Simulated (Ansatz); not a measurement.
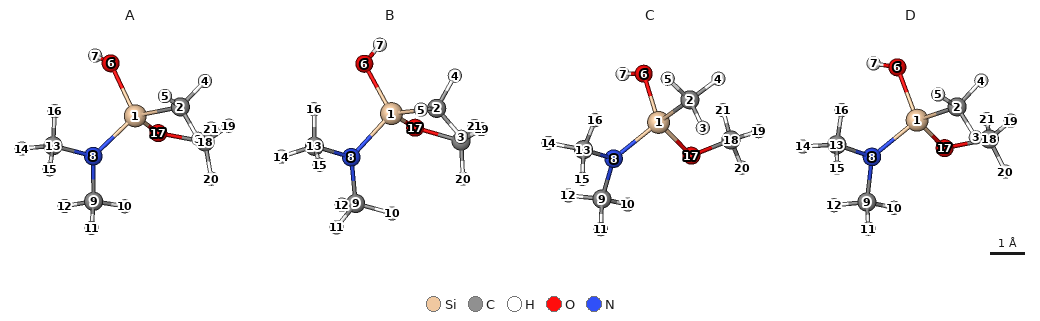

4 geometries from one relaxation of C$_{4}$H$_{13}$NO$_{2}$Si, in shuffled order. Style: ball-and-stick. Shown at a tilt.

The run prepares the start of a later molecular dynamics calculation, from a guessed geometry.

Theory: RKS B3LYP-D4/6-31G (Ansatz 0.2.0). (no spin polarisation; force threshold 0.02 eV/Å; at most 40 steps)

Q: Put them in the order of the run, from the start to the converged end.

A: B, A, D, C. They are steps 0, 5, 11, 24, at +16.4 kcal/mol, +2.81 kcal/mol, +0.86 kcal/mol relative to the last. After 23 accepted moves (24 points after the start) the energy has fallen by 16.4 kcal/mol. Largest force component: 2.9 eV/Å at the start, 0.0066 eV/Å at the end. The line search rejected the trial step at point 10 of the run. H10 moves most after the best rigid fit: 1.25 Å. Largest moves by element: H 1.25 Å, O 1.09 Å, C 0.49 Å, Si 0.35 Å, N 0.08 Å. Near-neighbour distances that change, for instance: Si1–N8 1.819 → 1.751 Å, Si1–O17 1.679 → 1.726 Å, O6–H7 1.010 → 0.971 Å, O17–C18 1.420 → 1.447 Å. Bond angles that change, for instance: Si1–O6–H7 109.5° → 122.5°, N8–Si1–O17 109.5° → 102.7°, C2–Si1–O6 109.4° → 103.1°. Groups turn about Si1–O6 by about 100°, O17–C18 by about 85°, Si1–O17 by about 75°. Cost: 5.5 min on 2 threads of Intel(R) Xeon(R) Processor @ 2.50GHz (Skylake/Cascade Lake) (shared host), peak memory 0.33 GiB.

Limits of the set-up: the basis has no polarisation functions, which atoms past neon need.
